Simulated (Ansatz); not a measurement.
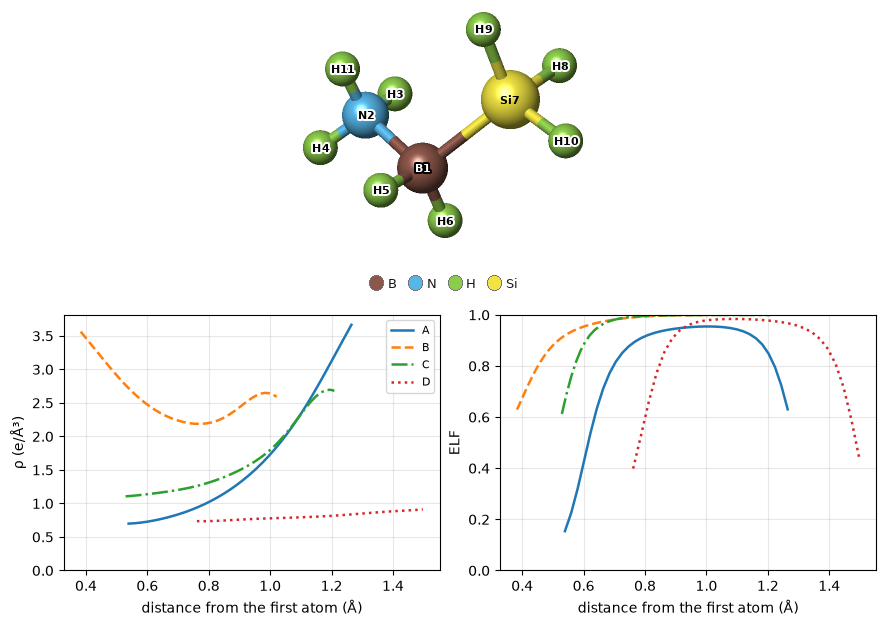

Figure 1: BH8NSi. Total electron density and electron localisation function along straight lines between neighbouring atoms. The curves leave out the atomic cores. The structure is drawn too.

Method: RKS B3LYP-D4/6-31G* (Ansatz 0.2.0).

```
atom    x (Å)    y (Å)    z (Å)
   B   0.1461   0.4507   0.4033
   N  -0.1321  -0.1489   1.9244
   H  -1.1087  -0.0365   2.2011
   H   0.0874  -1.1455   1.9673
   H   1.3194   0.2419   0.1977
   H  -0.5764  -0.1940  -0.3213
  Si  -0.3063   2.4300   0.4022
   H  -1.7348   2.7296   0.7693
   H   0.4881   3.2339   1.3966
   H  -0.0824   3.0888  -0.9196
   H   0.4408   0.3232   2.6259
```

### Which curve belongs to which contact (B–H, B–N, N–H and Si–B)? The first atom named is at distance zero.

Curve A: B–N (1.66 Å): ρ at the midpoint is about 1.1 e/Å³; the ELF peaks at about 0.95 between the atoms: a shared but strongly polarised pair. Curve B: N–H (1.02 Å): the density is about 2.9 e/Å³ at the midpoint; the ELF climbs to about 1 towards the hydrogen, as it does in any bond to H: an ordinary covalent bond to hydrogen. Curve C: B–H (1.21 Å): ρ is about 1.1 e/Å³ halfway; the ELF climbs to about 1 towards the hydrogen; an ordinary covalent bond to hydrogen. Curve D: Si–B (2.03 Å): the density is about 0.78 e/Å³ at the midpoint; the ELF peaks at about 1 between the atoms, as expected for a shared electron pair.
